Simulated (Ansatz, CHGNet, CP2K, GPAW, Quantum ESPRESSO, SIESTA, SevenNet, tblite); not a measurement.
**Glassy 76SiO2-24MgO (mol %) (94 atoms): one structure in several programs**

How near do other programs and methods come to a plane-wave reference for glassy 76SiO2-24MgO (mol %) (94 atoms)? A plane-wave run serves as the reference.

Main program and level: Ansatz 0.2.0; Kohn-Sham DFT, PBE, PAW, plane waves.

## 1. Set-up

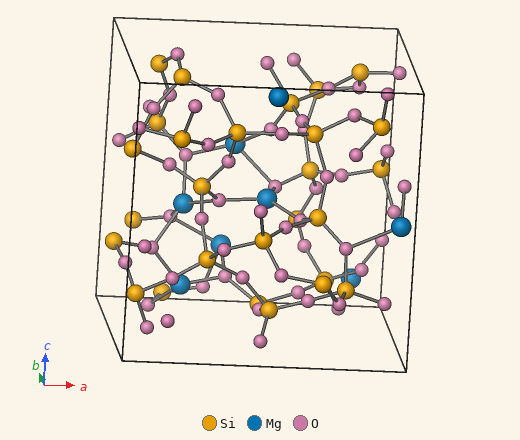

Start, viewed slightly off an axis; silicon orange, magnesium blue, oxygen pink. Bonds to atoms that aren't drawn are left out. Some periodic images of atoms are drawn too.

The cell holds 94 atoms: 26 Si, 8 Mg and 60 O. Cell: a = 10.793 Å, b = 10.793 Å, c = 10.793 Å, α = 90.0°, β = 90.0°, γ = 90.0°. 94 atoms (26 Si, 8 Mg, 60 O) placed at random at 2.34 g/cm³, melted at 4000 K for 10 ps at fixed volume with the Morse and Coulomb pair potential with partial charges (Pedone, Malavasi, Menziani, Cormack and Segre, J. Phys. Chem. B 110, 11780 (2006)). Quenched from 4000 K to 300 K at 50 K/ps and fixed volume, held 10 ps at zero pressure. Then every atom was moved at random, 0.05 Å r.m.s. a Cartesian component.

## 2. Reference: Ansatz, plane waves

The PAW files are the set soft_2.

Input file input.yaml:

```yaml
crystal:
  lattice:
    - [10.79285, 0.0, 0.0]
    - [0.0, 10.79285, 0.0]
    - [0.0, 0.0, 10.79285]
  atoms:
    - { symbol: Si, position: [0.38739, 0.31806, 0.76144] }
    - { symbol: Si, position: [0.19643, 0.45894, 0.92096] }
    - { symbol: Si, position: [0.17301, 0.11526, 0.77764] }
    - { symbol: Si, position: [0.11345, 0.99577, 0.27881] }
    [... 84 atom lines left out ...]
    - { symbol: O, position: [0.71272, 0.33024, 0.61353] }
    - { symbol: O, position: [0.93861, 0.28291, 0.17696] }
    - { symbol: O, position: [0.1459, 0.99076, 0.6878] }
    - { symbol: O, position: [0.02664, 0.17536, 0.7977] }
    - { symbol: O, position: [0.15107, 0.67596, 0.25526] }
    - { symbol: O, position: [0.54463, 0.69248, 0.69299] }
kpoints:
  mp_grid: { grid: [1, 1, 1] }
hamiltonian:
  xc: pbe
scf:
  occupations: { method: fermi_dirac, width: 0.05 }
output:
  forces: true
  eigenvalues: true
  populations: true
  stress: true
```

On the command line:

```bash
$ ansatz run input.yaml --threads 8 --pin off --max-ram 15872MiB --backend cpu --events-out ev --progress --plain --runs-dir out
```

Numbers of over 12 decimals in the logs are rounded to 6 here.

The program printed:

```text
[...]
Pseudopotentials: kind: paw
Pseudopotential: Si, paw, valence charge 4, recommended cutoff 420 eV (normal), Si.paw.azcp
Pseudopotential: Mg, paw, valence charge 10, recommended cutoff 420 eV (normal), Mg.paw.azcp
Pseudopotential: O, paw, valence charge 6, recommended cutoff 420 eV (normal), O.paw.azcp
[... 5 lines on functional and potentials left out ...]
Crystal: 94 atoms, lattice volume = 1257.212 Å³
Basis set: ecut = 420 eV, 24573 PW (Γ), exchange–correlation on 150×150×150 points (8 copies of the dense FFT grid, shifted against one another)
Bands: 366, of which v1, the nominal top of the filled ones, is band 272 counted from 1 (271 counted from 0)
Symmetry: 1 space group operations
Space group: P1 (ITA 1), of the structure as read, at distance tolerance 1.1e-4 Å
k-points: 1
[... 7 lines on functional and potentials left out ...]
Initial density: superposition of atomic densities (neutral atoms: chi_scale 0, normalization atom), corrected by the library's trained network
Initial wavefunctions: pseudopotential atomic-orbital guess
[...]
SCF iter   1: F=—  HF=-66050.212691 eV  |F-HF|=—  |Δ(HF+E_count)|=         —  Δρ=2.65e-3  dr2=1.17e-1  ethr=1.77e-3  ⟨swp⟩=5.0  Hψ=1576  notcnv=0  defer=84
preconditioner: auto → Resta (q_TF=auto, 2.373 Å⁻¹)  ε∞=3.1  [insulator: Δε(μ)=2.144 eV  Ē_g=15.750 eV  σ=0.050 eV  W_gap=1.00  n_scr=256 (ndim 8)  ℏωp=22.9 eV  f_vac=0.153  D(μ)=0.00/eV (n_scr^D=0)  ε∞_Penn≈3.1]
[...]
SCF iter   8: F=—  HF=-66050.201547 eV  |F-HF|=—  |Δ(HF+E_count)|=   2.71e-6  Δρ=8.27e-6  dr2=7.57e-7  ethr=6.09e-10  ⟨swp⟩=2.0  Hψ=494  notcnv=0  defer=88
SCF iter   9: F=-66050.201547 eV  HF=-66050.201547 eV  |F-HF|=8.03e-8  |Δ(HF+E_count)|=   2.22e-7  Δρ=2.59e-6  dr2=9.60e-8  ethr=1.84e-11  ⟨swp⟩=18.0  Hψ=2545  notcnv=0
SCF 1 converged in 9 iterations: F = -66050.201547 eV  dr2 = 9.60e-8
[...]
SCF converged after 9 iterations
Free energy (F): -66050.201547 eV
Harris-Foulkes:  -66050.201547 eV  (|F-HF|=8.03e-8)
Internal energy: -66050.201547 eV  (E = F + TS)
E sigma→0 (E₀):  -66050.201547 eV
Entropy (-TS):   -0.000000 eV (-0.000 meV/atom)
Fermi energy:    5.770834 eV
--- Per-component energies (eV) ---
[...]
Σ components = -66050.201547   (vs F -66050.201547, Δ=0.00e0)
--- Forces (eV/Å), atoms counted from 1 ---
  atom   1  Si    -0.29063405     1.41060569    -1.65999120
  atom   2  Si    -4.68825475    -1.32246355     0.44260916
  atom   3  Si    -4.18645407    -0.04784344     0.00495941
  atom   4  Si    -1.80249062    -1.58373376     3.40926441
[...]
atom  94  O     -3.66194033     2.60958189    -5.05437424
  max |Σ_I F_I| component: 2.65e-4 eV/Å
--- Stress (GPa, compression-positive) ---
        2.938911       2.446147       1.633866
        2.446145       5.891865      -1.386886
        1.633867      -1.386885       7.810741
  P = ⅓ Tr σ = 5.5472 GPa (55.472 kbar)
--- Band table (eV) ---
  k-point 0: bands = ["-71.6478", "-70.5222", "-70.4409", "-70.3822", [... 350 levels ...], "13.5616", "13.6083", "13.6429", "13.7519", "13.7751", "13.8065", "13.8244", "13.8740", "13.9199", "13.9463", "13.9981", "14.0941"]
--- Löwdin populations: 94 sites ---
  site symbol       q [e]
     0     Si      2.2612
     1     Si      2.2150
     2     Si      2.2343
[...]
93      O      6.9732
  spilling = 0.012232 (of n_electrons = 544.000000)
```

The job ended after 11 s (8 threads of Arm Neoverse V1, shared host; peak memory 1.6 GiB; 81 s of CPU time).

Read from the output:

```yaml
free_energy: -66050.2015 eV
free_energy_per_atom: -702.6617 eV/atom
scf_cycles: 9
pressure: 5.547 GPa
r_m_s_force_component: 2.761 eV/Å
longest_force: 15.49 eV/Å
fermi_energy: 5.771 eV
spacing_of_highest_filled_and_lowest_empty_level: 1.886 eV
spilling_of_the_projection: 0.01223
```

Neighbours are counted within 2.16 Å (O-Si), 2.52 Å (O-Mg).

Length of the force by element and coordination:

```
element  coordination  atoms  mean length of the force (eV/Å)  spread  least  most
     Mg           all      8                             1.95   0.936  0.688  3.45
     Mg             3      3                             2.28   0.673   1.33  2.84
     Mg             4      5                             1.75    1.01  0.688  3.45
      O           all     60                             3.54    2.20  0.711  13.2
      O             2     47                             3.66    2.37  0.711  13.2
      O             3     13                             3.14    1.37   1.50  5.47
     Si           all     26                             5.70    2.92  0.977  15.5
```

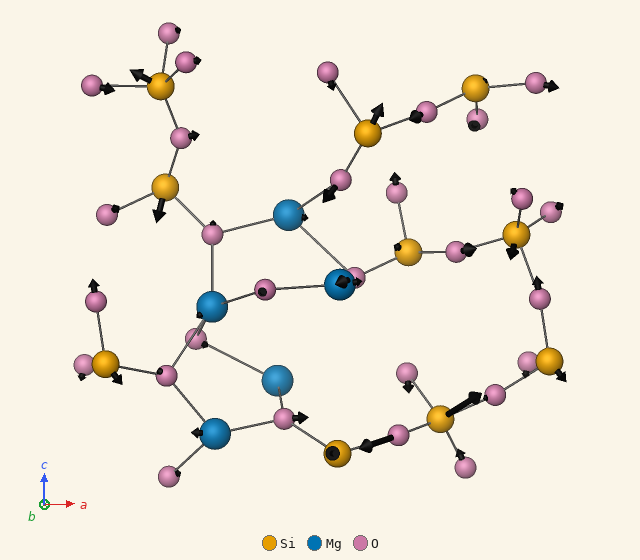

Forces as arrows; the longest in the cell is 15.5 eV/Å. Drawn is a slice 4 Å thick, seen along the normal of the ac plane. Bonds to atoms that aren't drawn are left out.

Löwdin charges by element and coordination (they lack the spilled electrons, 0.071 e an atom on average):

| element | coordination | atoms | mean charge (e) | spread | least | most |
| --- | --- | --- | --- | --- | --- | --- |
| Mg | all | 8 | 1.64 | 0.0223 | 1.61 | 1.69 |
| Mg | 3 | 3 | 1.66 | 0.0222 | 1.63 | 1.69 |
| Mg | 4 | 5 | 1.63 | 0.0139 | 1.61 | 1.65 |
| O | all | 60 | -0.866 | 0.111 | -1.11 | -0.754 |
| O | 2 | 47 | -0.838 | 0.09 | -1.08 | -0.754 |
| O | 3 | 13 | -0.967 | 0.118 | -1.11 | -0.820 |
| Si | all | 26 | 1.75 | 0.043 | 1.60 | 1.82 |

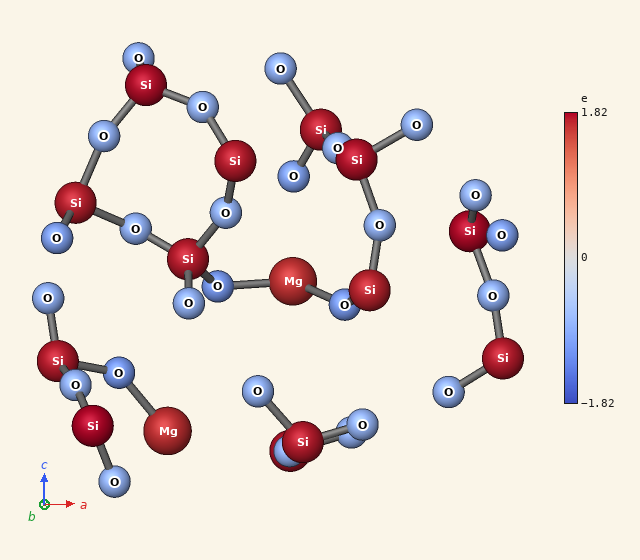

Atoms coloured by Löwdin charge. Drawn is a slice 4 Å thick, seen along the normal of the ac plane. Bonds to atoms that aren't drawn are left out.

The levels nearest the highest filled one (over half full), pooled over k-points and spins:

| level less the highest filled one (eV) | occupation |
| --- | --- |
| -1.13 | 2 |
| -1.08 | 2 |
| -0.936 | 2 |
| -0.902 | 2 |
| -0.856 | 2 |
| 0 | 2 |
| 1.89 | 0 |
| 2.96 | 0 |
| 3.22 | 0 |
| 3.46 | 0 |
| 3.66 | 0 |
| 3.75 | 0 |

## 3. Local order

Density 2.49 g/cm³, 13.37 Å³ an atom.

g(r), total and by pair (bins of 0.2 Å):

```
r (Å)  total   O-O  O-Si  O-Mg  Si-Si  Si-Mg  Mg-Mg
 1.30   0.06  0.00  0.17  0.00   0.00   0.00   0.00
 1.50   1.76  0.00  4.99  0.00   0.00   0.00   0.00
 1.70   2.67  0.00  7.34  0.68   0.00   0.00   0.00
 1.90   0.38  0.00  0.19  2.85   0.00   0.00   0.00
 2.10   0.33  0.00  0.00  3.08   0.00   0.00   0.00
 2.30   0.15  0.15  0.00  0.81   0.00   0.00   0.00
 2.50   1.05  2.59  0.00  0.00   0.00   0.00   0.00
 2.70   1.21  2.87  0.00  0.15   0.19   0.32   0.00
 2.90   0.83  1.39  0.14  0.50   1.94   0.00   1.76
 3.10   0.80  0.52  0.33  0.43   3.19   3.05   4.80
 3.30   0.78  0.58  0.50  1.15   1.39   2.42   2.88
 3.50   0.92  1.00  0.97  0.60   0.13   1.77   1.33
 3.70   1.12  0.82  1.65  1.37   0.32   0.70   0.00
 3.90   1.17  0.58  1.98  1.51   0.29   0.94   0.00
 4.10   1.17  0.83  1.68  1.11   1.05   0.86   0.90
 4.30   1.11  0.81  1.40  1.48   1.19   0.90   0.00
 4.50   1.16  1.07  1.06  1.59   1.54   0.94   2.29
 4.70   1.02  1.23  0.75  1.17   0.93   1.20   0.71
 4.90   1.00  1.23  0.63  0.92   1.35   1.29   1.29
 5.10   1.06  1.30  0.76  0.88   1.60   0.84   0.59
 5.30   0.92  1.03  0.87  0.71   0.89   0.94   0.54
```

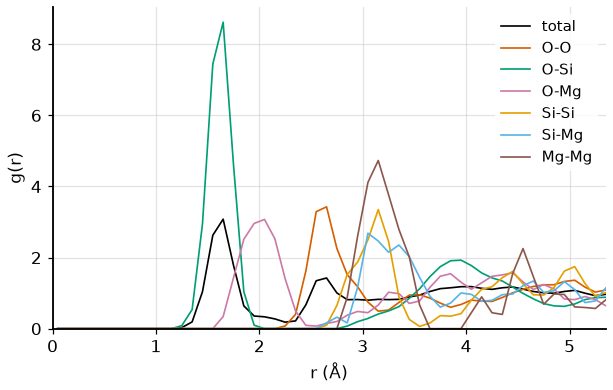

Pair distribution functions, lightly smoothed.

Bonds by pair of elements; cutoffs follow the first minimum of g(r), held within bounds set by covalent radii, and pairs that aren't listed don't count as bonded:

| pair A-B | cutoff (Å) | bonds | mean length (Å) | spread (Å) | shortest (Å) | B about A | A about B |
| --- | --- | --- | --- | --- | --- | --- | --- |
| O-Si | 2.16 | 104 | 1.63 | 0.082 | 1.39 | 1.73 | 4 |
| O-Mg | 2.52 | 29 | 2.04 | 0.152 | 1.73 | 0.483 | 3.62 |

How many atoms have how many bonded neighbours:

```csv
element,mean,2,3,4
Mg,3.62,0,3,5
O,2.22,47,13,0
Si,4,0,0,26
```

Oxygen atoms by the number of network formers (Si, P, Ge, B, Al, As, Ga) bound to them:

```
network formers bound to O  O atoms  per cent
                         0        0         0
                         1       16      26.7
                         2       44      73.3
```

Network units: each former by its oxygen neighbours and how many of them bridge to another former:

| former | O neighbours | bridging O | atoms |
| --- | --- | --- | --- |
| Si | 4 | 1 | 1 |
| Si | 4 | 3 | 13 |
| Si | 4 | 4 | 12 |

Rings of the network by King's shortest-path rule, up to 12 atoms, one path for each pair of neighbours; H, halogens, alkali and alkaline-earth atoms are left out, and the last column divides by all other atoms, bonded or not:

| ring size (atoms) | rings | per network atom |
| --- | --- | --- |
| 8 | 4 | 0.047 |
| 10 | 4 | 0.047 |
| 12 | 8 | 0.093 |

## 4. The other programs

The programs:
- CHGNet: machine-learned potential, published weights.
- CP2K 2026.2: Gaussian basis with GTH pseudopotentials and a plane-wave density; labels give functional, basis (MOLOPT sets; SR short-range, UZH the newer set with its own potentials), grid cutoff/relative cutoff and solver (OT: orbital transformation; TRS4, TC2, SIGN: linear-scaling purification with its sparsity filter), or its built-in tight binding.
- GPAW 26.7.0: PAW with atomic orbitals (LCAO), plane waves or a real-space grid of spacing h.
- Quantum ESPRESSO 7.5: plane waves; labels (QE) give functional, pseudopotential set and cutoffs of waves/density.
- SIESTA 5.4.2: numerical atomic orbitals, whose automatically made sets are far from complete, with PseudoDojo norm-conserving potentials that we converted to its format (checked against plane waves on the same files for H, C, O, Si, Ge and Ca alone); labels give functional, basis size, energy shift and mesh cutoff.
- SevenNet: machine-learned potential, published weights.
- tblite 0.8.0: extended tight binding, driven from Python.

All use the same cell and atoms; the electronic-structure runs use the same k-mesh, and an electronic temperature of 580 K (0.05 eV) where levels are smeared.

Differences are against the plane-wave reference, forces as r.m.s. over components; share is that over the reference's r.m.s. force, slope the least-squares factor from reference forces to these. Total energies of different programs have different zeros and aren't compared.

| run | Δ force, r.m.s. (meV/Å) | share (%) | slope | Δ pressure (GPa) | Δ gap (eV) | cores | CPU time | memory (GiB) |
| --- | --- | --- | --- | --- | --- | --- | --- | --- |
| reference | - | - | - | - | - | 8 | 81 s | 1.6 |
| CHGNet 0.3.0 potential | 193 | 6.98 | 0.996 | 0.290 | - | 1 | 4.5 s | 1.2 |
| CHGNet r2SCAN potential | 305 | 11.0 | 0.939 | -4.27 | - | 1 | 4.1 s | 1.2 |
| CP2K GFN1-xTB, OT DIIS | 718 | 26.0 | 0.932 | -2.76 | - | 1 | 6.7 s | 0.43 |
| CP2K PBE, DZVP-MOLOPT-SR, 1200/60 Ry, OT DIIS | 195 | 7.06 | 0.998 | 0.405 | -0.230 | 4 | 15 min | 5.9 |
| CP2K PBE, DZVP-MOLOPT-SR, 1200/60 Ry, TRS4 filter 1e-04, SCF 1e-05 (coarse) | 279 | 10.1 | 1.008 | 0.655 | - | 4 | 3.9 min | 5.9 |
| CP2K PBE, DZVP-MOLOPT-SR, 1200/60 Ry, TRS4 filter 1e-07, SCF 1e-07 | 191 | 6.91 | 0.997 | 0.390 | - | 4 | 6.2 min | 6.0 |
| CP2K PBE, SZV-MOLOPT-SR, 1200/60 Ry, OT DIIS (coarse) | 1138 | 41.2 | 1.236 | 21.4 | -1.59 | 2 | 11 min | 4.0 |
| GPAW PBE, LCAO dzp, h 0.18 Å | 403 | 14.6 | 1.093 | - | -0.191 | 1 | 3.4 min | 1.7 |
| GPAW PBE, LCAO sz(dzp), h 0.18 Å (coarse) | 1123 | 40.7 | 1.171 | - | -0.851 | 1 | 63 s | 1.3 |
| GPAW PBE, LCAO szp(dzp), h 0.18 Å (coarse) | 412 | 14.9 | 1.087 | - | -0.503 | 1 | 2.3 min | 1.6 |
| QE PBE, sssp-1.3.0-efficiency, 60/480 Ry | 63.8 | 2.31 | 1.020 | 0.245 | -0.0135 | 4 | 13 min | 4.2 |
| SIESTA PBE, DZ, shift 0.01 Ry, mesh 500 Ry (coarse) | 1008 | 36.5 | 1.203 | 13.1 | -0.863 | 2 | 2.5 min | 1.4 |
| SIESTA PBE, DZP, shift 0.01 Ry, mesh 500 Ry | 242 | 8.76 | 1.046 | 2.27 | -0.214 | 2 | 5.3 min | 2.1 |
| SIESTA PBE, SZ, shift 0.01 Ry, mesh 500 Ry (coarse) | 1214 | 44.0 | 1.252 | 17.5 | - | 1 | 2.8 min | 0.93 |
| SIESTA PBE, SZ, shift 0.02 Ry, mesh 500 Ry (coarse) | 1067 | 38.7 | 1.255 | 9.81 | - | 1 | 2.6 min | 0.82 |
| SevenNet l3i5 potential | 100 | 3.62 | 0.992 | -0.0447 | - | 1 | 11 s | 1.6 |
| tblite GFN1-xTB | 628 | 22.8 | 0.908 | 4.60 | - | 1 | 5.4 s | 0.13 |

Rows marked coarse were listed beforehand as settings not expected to be converged; some can still land near the reference.

Times of the machine-learned potentials are mostly Python's start and the loading of weights.

CPU time is summed over cores on a shared host, where runs went side by side, so it is rough. Symmetry, cutoffs, thresholds, outputs and thread counts weren't matched or tuned between programs; memory under MPI is the largest rank's times the ranks.

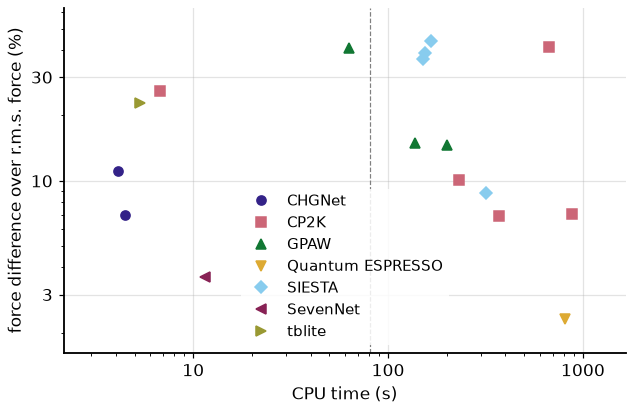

Force difference against CPU time; the dashed line marks the reference's time.

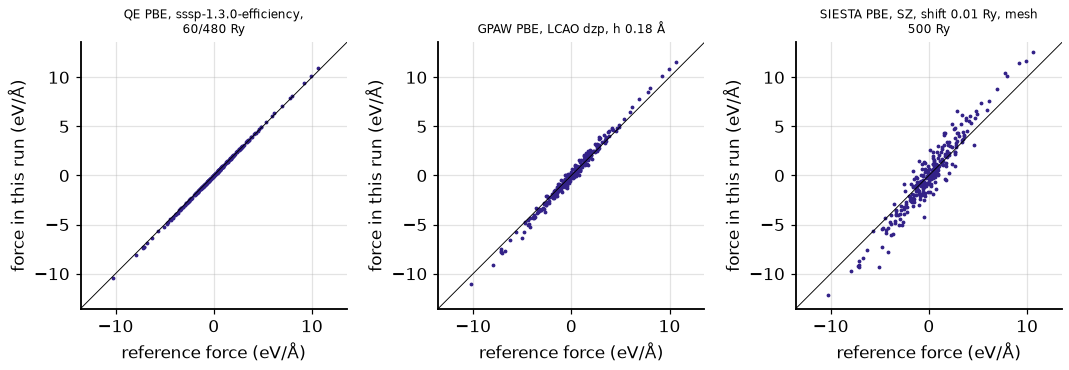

Force components against those of the reference; the line marks equality.

Mean charges by element (e), by run and scheme:

```
                                                               run     scheme     Si     Mg      O
                                                         reference     Löwdin  +1.75  +1.64  -0.87
                                            CP2K GFN1-xTB, OT DIIS   Mulliken  +0.94  +0.89  -0.53
                     CP2K PBE, DZVP-MOLOPT-SR, 1200/60 Ry, OT DIIS   Mulliken  +0.84  +1.36  -0.54
                     CP2K PBE, DZVP-MOLOPT-SR, 1200/60 Ry, OT DIIS  Hirshfeld  +0.52  +0.60  -0.31
CP2K PBE, DZVP-MOLOPT-SR, 1200/60 Ry, TRS4 filter 1e-07, SCF 1e-07   Mulliken  +0.84  +1.36  -0.54
                       SIESTA PBE, DZP, shift 0.01 Ry, mesh 500 Ry  Hirshfeld  +0.41  +0.53  -0.25
                                                   tblite GFN1-xTB   Mulliken  +0.47  +0.76  -0.31
```

The reference's Löwdin charges lack the electrons that the projection spills, 0.071 e an atom on average.

Within one program, basis, potentials and functional, energies share a zero. Each run against its twin at the usual cutoff or grid and solver:

```csv
run,twin,Δ energy (meV/atom),"Δ force, r.m.s. (meV/Å)",CPU time over the twin's
"CP2K PBE, DZVP-MOLOPT-SR, 1200/60 Ry, TRS4 filter 1e-04, SCF 1e-05","DZVP-MOLOPT-SR, 1200/60 Ry, OT DIIS",3.61,134,0.26
"CP2K PBE, DZVP-MOLOPT-SR, 1200/60 Ry, TRS4 filter 1e-07, SCF 1e-07","DZVP-MOLOPT-SR, 1200/60 Ry, OT DIIS",0.0133,14.7,0.43
```

## 5. Results

```yaml
reference_r_m_s_force_component: 2.76 eV/Å
nearest_in_forces: QE PBE, sssp-1.3.0-efficiency, 60/480 Ry, 2.3 %
farthest_in_forces: SIESTA PBE, SZ, shift 0.01 Ry, mesh 500 Ry (coarse), 44 %
cheapest_electronic_structure_run_beside_the_reference: tblite GFN1-xTB, 5.4 s of CPU time
```

In words: PBE on plane waves or a grid with other potentials, cutoffs or grids, coarse settings apart, differs from the reference by 2.3 % (QE PBE, sssp-1.3.0-efficiency, 60/480 Ry) of the r.m.s. force; this holds the reference's own error, so differences of a few per cent don't tell which side is nearer the exact PBE result (QE's 60 Ry are 816 eV, against the reference's 420 eV). The PBE runs in local orbitals, coarse settings apart, differ by 6.9 % (CP2K PBE, DZVP-MOLOPT-SR, 1200/60 Ry, TRS4 filter 1e-07, SCF 1e-07) to 15 % (GPAW PBE, LCAO dzp, h 0.18 Å); basis, grid and potentials can all enter. Tight binding differs by 23 % (tblite GFN1-xTB) to 26 % (CP2K GFN1-xTB, OT DIIS); it is another model, with fitted parameters of its own, and the xTB methods hold dispersion. Machine-learned potentials differ by 3.6 % (SevenNet l3i5 potential) to 11 % (CHGNet r2SCAN potential); they were trained on other programs' data, some at another functional. Runs with settings chosen to be coarse differ by 10 % (CP2K PBE, DZVP-MOLOPT-SR, 1200/60 Ry, TRS4 filter 1e-04, SCF 1e-05) to 44 % (SIESTA PBE, SZ, shift 0.01 Ry, mesh 500 Ry), their programs' other errors included. Of the electronic-structure runs that take under half the reference's CPU time, tblite GFN1-xTB comes nearest, at 23 % in 5.4 s against 81 s; its pressure misses by +4.6 GPa. SIESTA PBE, SZ, shift 0.02 Ry, mesh 500 Ry stiffens the forces by a factor of 1.26 while following their directions (correlation 0.974); the slopes of the 4 SIESTA runs lie between 1.05 and 1.26. At the same functional, gaps differ from the reference's 1.89 eV by between -1.59 and -0.01 eV. In pressure, CP2K PBE, SZV-MOLOPT-SR, 1200/60 Ry, OT DIIS misses by +21.4 GPa, at the same functional. Charges hang on model, scheme and program or settings: among these rows the mean for Si runs from +0.41 to +1.75 e. With TRS4, tightening the sparsity filter from 1e-04 to 1e-07, and the SCF threshold with it, takes the force difference from the cubic solver from 134 to 15 meV/Å, and the CPU time from 0.26 to 0.43 times the cubic solver's. In the reference: filled and empty levels are parted by 1.89 eV (at Γ alone); a semilocal functional tends to put such gaps too low. In a disordered cell it changes from sample to sample, and tail or defect levels can set it. In the reference: mean Löwdin charges: Mg +1.64, O -0.87, Si +1.75 e (they miss 1.2 % of the electrons, so they add up to more than the cell's charge). Periodic xTB results under one method name differ between programs and library versions. Forces of 2.8 eV/Å r.m.s. are well above thermal ones: they come largely from the bond lengths of the classical model and from the random displacements, and they dominate the comparison. The potentials hold different valence shells: 544 electrons in the reference, 480 in Quantum ESPRESSO with SSSP; this bears on time and differences. Machine-learned potentials mimic data converged in k, so the reference's own k-point error enters their differences. The quench rate of 50 K/ps is many orders above laboratory rates, so the cell is likely richer in defects and strain than a real sample. The network of bonds at the start is that of the classical potential that made the cell, and needn't be the one that DFT or experiment would give. The reference's stress is far from hydrostatic: its diagonal is 2.9, 5.9, 7.8 GPa, compression counted positive. The electronic-structure runs sample only Γ, in a cell whose shortest periodic width is 11 Å.

[Also dropped from logs without a mark: logging warnings of Python, and SIESTA's first energy breakdown and zero terms.]

[Logs are printed without paths, hosts, clocks, repeated set-up lines and the standing remarks that a program may print on its own settings, such as how far it seeks lower states.]

[Hosts, paths, dates, database ids (printed as entryN), source tags and the programs' standing remarks are cut or masked in the printed files.]
